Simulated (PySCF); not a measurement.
C7H10S (SMILES CC(C)c1cccs1)

```xyz
18

C    -1.6255   -0.7953    1.0917
C    -1.0409   -0.3165   -0.2390
C    -1.7562    0.9500   -0.7140
C     0.4274   -0.0715   -0.1058
C     1.4510   -0.6905   -0.7512
C     2.7262   -0.2056   -0.3764
C     2.6542    0.7775    0.5529
S     1.0293    1.1326    0.9898
H    -1.1187   -1.6973    1.4284
H    -1.5030   -0.0262    1.8516
H    -2.6855   -1.0123    0.9821
H    -1.1765   -1.1046   -0.9890
H    -2.8185    0.7573   -0.8445
H    -1.3444    1.2884   -1.6624
H    -1.6337    1.7443    0.0192
H     1.3036   -1.4719   -1.4762
H     3.6501   -0.5761   -0.7840
H     3.4524    1.3240    1.0149
```

Geometry: GFN2-xTB.

All numbers below come from PBE0/def2-SVPD, SCF density, gas phase in PySCF.

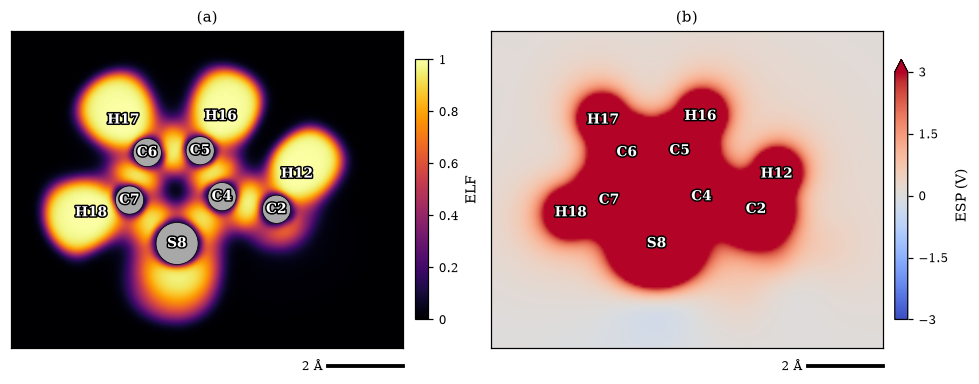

Figure 1. (a) ELF; (b) molecular electrostatic potential on the plane of atoms C5, C4 and S8. Grey discs cover the atomic cores in the ELF map.

> Describe what can be read from this map.

The section cuts through C, S and H sites.
C–C (1.35 Å): the ELF peaks at about 0.95 between the atoms; localised, covalent bonding.
C–S (1.72 Å): the ELF peaks at about 0.90 between the atoms; a covalent bond.
C–H (1.07 Å): the ELF climbs to about 1 towards the hydrogen, as it does in any bond to H (a covalent bond by its length).
C–C (1.41 Å): the ELF peaks at about 0.95 between the atoms: localised, covalent bonding.
C–C (1.49 Å): the ELF peaks at about 0.95 between the atoms; a shared electron pair.
The ELF also peaks beside S8, away from the bonds: lone-pair regions.
The potential has no marked negative region in this plane.

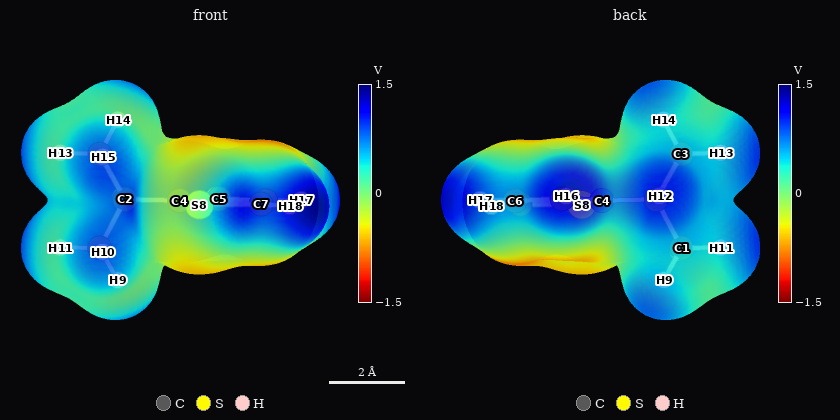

Figure 2. The electrostatic potential painted on the density surface at 0.004 e/bohr³, seen from the front and from behind; the colour scale runs from red (negative) to blue (positive).

> Where is the surface potential most negative and most positive?

The most negative region (about −0.8 V) lies over the π face of C6 and C7, the most positive (about +1.4 V) over H18.

> What dipole moment does the calculation give?

Its dipole moment is 0.79 D.

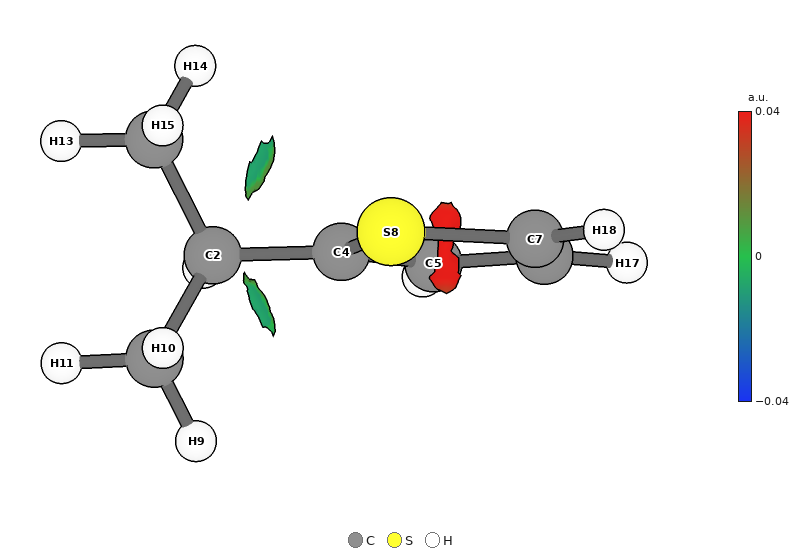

Figure 3. Non-covalent interaction (NCI) plot: the surface where the reduced density gradient is 0.5, for densities under 0.05 a.u., coloured by sign(λ₂)ρ; seen at a tilt.

> Which non-covalent interactions does the plot reveal?

- Near H15, C3 and S8: mostly steric crowding (olive to red)
- Near H10, C1 and S8: mostly steric crowding (olive to red)
- Inside the ring or cage of C4, C5, C6, C7 and S8: steric crowding (red)
